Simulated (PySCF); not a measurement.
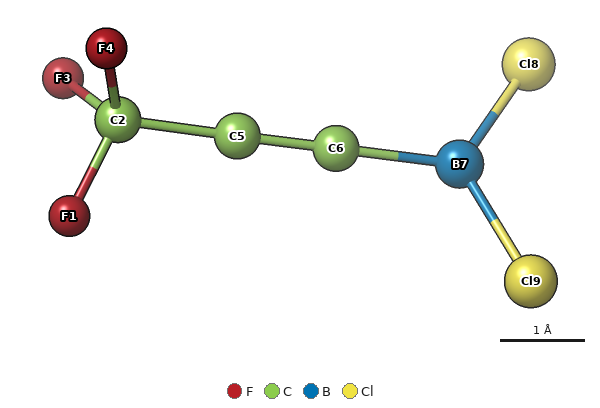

*The structure (ball-and-stick view, seen at a tilt; atoms are numbered from 1 in the order of the input).*

Bond lengths as drawn: B–C 1.52 Å, B–Cl 1.74 Å, C–C 1.21 to 1.47 Å and C–F 1.33 Å.

## Excited-state calculation of C$_{3}$BCl$_{2}$F$_{3}$

The run: excited-state calculation of C$_{3}$BCl$_{2}$F$_{3}$, SMILES FC(F)(F)C#CB(Cl)Cl. Method and program: TDDFT CAM-B3LYP/def2-SVPD, vertical, gas phase, core orbitals frozen in the response (PySCF 2.14.0).

The geometry comes from this level: PBE0-D3(BJ)/def2-SVP. It belongs to a series of runs on one base structure; here: H on C replaced by BCl2.

## The program's output
```
coarse grid: 10856 points
cycle   1  E = -1358.0756418289  dE =  1.642e+00  |g| = 9.852e-01  |ddm| = 8.121e+00
cycle   2  E = -1358.0126688137  dE =  6.297e-02  |g| = 1.240e+00  |ddm| = 2.999e+00
cycle   3  E = -1358.2702354703  dE = -2.576e-01  |g| = 1.190e-01  |ddm| = 2.508e+00
cycle   4  E = -1358.2723473191  dE = -2.112e-03  |g| = 7.050e-02  |ddm| = 3.033e-01
cycle   5  E = -1358.2735083167  dE = -1.161e-03  |g| = 2.092e-02  |ddm| = 2.083e-01
cycle   6  E = -1358.2736014861  dE = -9.317e-05  |g| = 2.450e-03  |ddm| = 3.827e-02
cycle   7  E = -1358.2736031457  dE = -1.660e-06  |g| = 8.116e-04  |ddm| = 1.219e-02
final grid: 103136 points
cycle   8  E = -1358.4293100220  dE = -2.510e-05  |g| = 3.923e-03  |ddm| = 1.344e-01
cycle   9  E = -1358.4293098008  dE =  2.212e-07  |g| = 4.326e-03  |ddm| = 1.600e-02
cycle  10  E = -1358.4293127752  dE = -2.974e-06  |g| = 3.091e-04  |ddm| = 4.368e-03
cycle  11  E = -1358.4293127935  dE = -1.829e-08  |g| = 1.132e-04  |ddm| = 8.445e-04
cycle  12  E = -1358.4293127963  dE = -2.796e-09  |g| = 4.847e-05  |ddm| = 3.552e-04
cycle  13  E = -1358.4293127969  dE = -5.261e-10  |g| = 1.736e-05  |ddm| = 1.273e-04
```

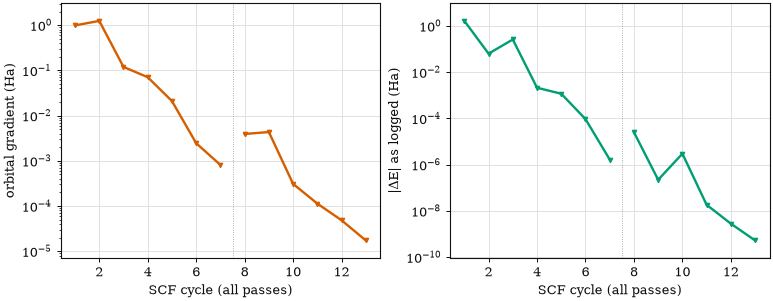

*Convergence of the self-consistent field: orbital gradient and size of the energy change against the SCF cycle. The dotted line marks the change from a coarse to the final integration grid.*

The first 7 cycles use a coarse grid, the final grid takes over at cycle 8, and the field converges after 13 cycles in all.

```
converged SCF energy = -1358.4293127969

Static polarisability (au): isotropic 80.023, principal 55.459 76.825 107.786

Singlet excitations
state   eV       nm        f      main configurations
  1   4.6368    267.4   0.00001   H->L 0.88, H-2->L 0.09
  2   5.5348    224.0   0.09811   H-1->L 0.76, H->L+1 0.17
  3   5.5971    221.5   0.00000   H-2->L 0.87, H->L 0.09
  4   5.8908    210.5   0.00021   H-4->L 0.97
  5   6.4403    192.5   0.12017   H-3->L 0.95
  6   6.5381    189.6   0.00002   H-1->L+1 0.93
  7   7.7343    160.3   0.42224   H-5->L 0.55, H->L+1 0.17, H-1->L 0.11
  8   8.1563    152.0   0.36970   H->L+1 0.52, H-5->L 0.21, H-2->L+1 0.13
  9   8.2811    149.7   0.00196   H->L+2 0.83
 10   8.4952    145.9   0.00003   H-8->L 0.68, H->L+5 0.13

Triplet excitations (Tamm-Dancoff, eV): 4.1956 4.3274 5.2787 5.4192
Vertical ionisation energy (delta-SCF) = 11.5015 eV
Vertical electron affinity (delta-SCF) = 1.2589 eV
```

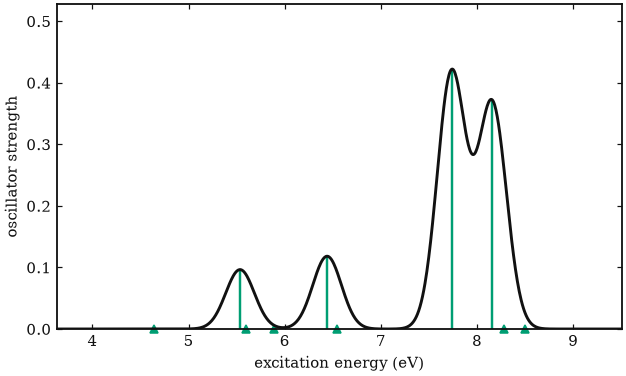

*Computed excitations as sticks (degenerate states added up, dark ones marked on the axis), with a Gaussian envelope of 0.35 eV full width at half maximum, scaled to the tallest.*

Of the 10 states the lowest lies at 4.64 eV (f = 0.000); the strongest line is at 7.73 eV, or 160 nm (f = 0.422).

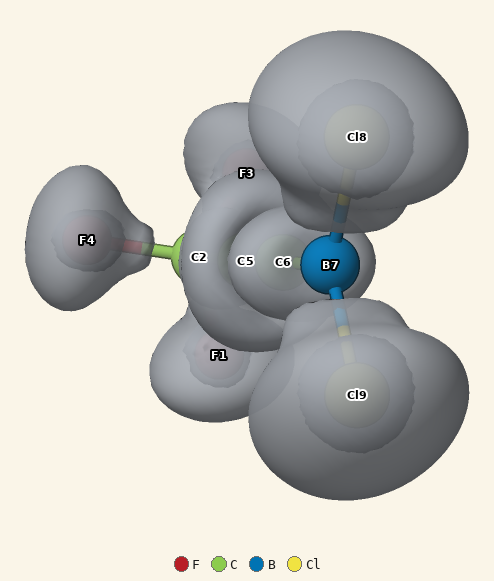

*Isosurface of the electron localisation function at 0.75 (grey), seen at an oblique angle. Only the valence region is drawn (cores and ρ < 0.01 e/Å³ removed).*

Values along the shortest contacts: C–C (1.21 Å): the ELF peaks at about 0.90 between the atoms (a double or triple bond). C–F (1.33 Å): the ELF peaks at about 0.85 between the atoms (a polar covalent bond).

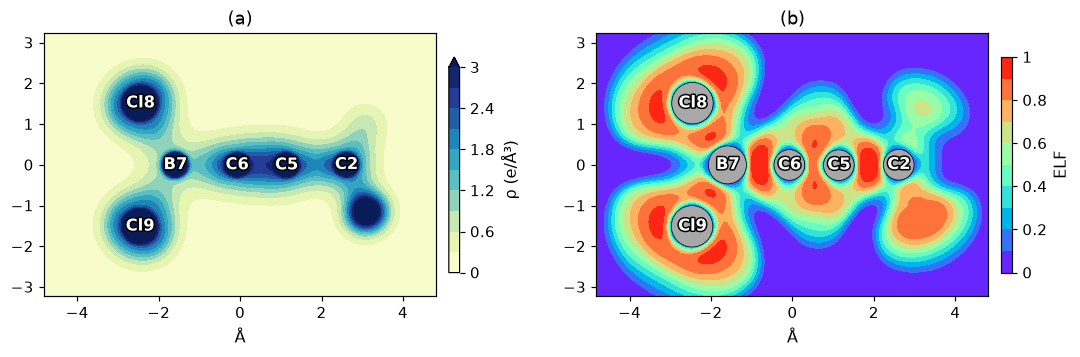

*(a) electron density; (b) ELF on the plane of atoms C6, B7 and Cl8. Grey discs, where drawn, cover atomic cores.*

Atoms in the plane: C, B and Cl. C–C (1.21 Å): ρ at the midpoint is about 2.7 e/Å³; the ELF peaks at about 0.90 between the atoms (a double or triple bond).

The run was set up as follows.

## The input
```
{"job": {"kind": "uv", "xc": "CAM-B3LYP", "basis": "def2-SVPD", "ip": true}, "charge": 0, "multiplicity": 1}
F     -2.181719    -1.414988     0.668072
C     -1.870717    -0.286261     0.036795
F     -2.359774    -0.356808    -1.197626
F     -2.471696     0.719308     0.665713
C     -0.414388    -0.075380     0.009798
C      0.785721     0.109821    -0.018972
B      2.288508     0.340641    -0.052339
Cl     2.969385     1.409853    -1.246509
Cl     3.314130    -0.463486     1.102679
```

The first line tells a small driver script what to run in PySCF; the rest is the geometry in Å.

Command:
```bash
OMP_NUM_THREADS=1 python <driver script> task.json out
```

## Key numbers

```json
{"quantity": "outcome", "value": "converged"}
{"quantity": "total energy", "value": "−1358.429313 hartree"}
{"quantity": "HOMO", "value": "−10.61 eV"}
{"quantity": "LUMO", "value": "−1.92 eV"}
{"quantity": "dipole moment", "value": "1.01 D"}
{"quantity": "mean polarisability", "value": "80.02 a.u."}
{"quantity": "vertical ionisation energy", "value": "11.50 eV"}
{"quantity": "vertical electron affinity", "value": "1.26 eV"}
{"quantity": "lowest singlet excitation", "value": "4.64 eV"}
{"quantity": "hardware", "value": "1 CPU thread, shared host"}
{"quantity": "wall time", "value": "6 min"}
{"quantity": "peak memory", "value": "1.1 GiB"}
```
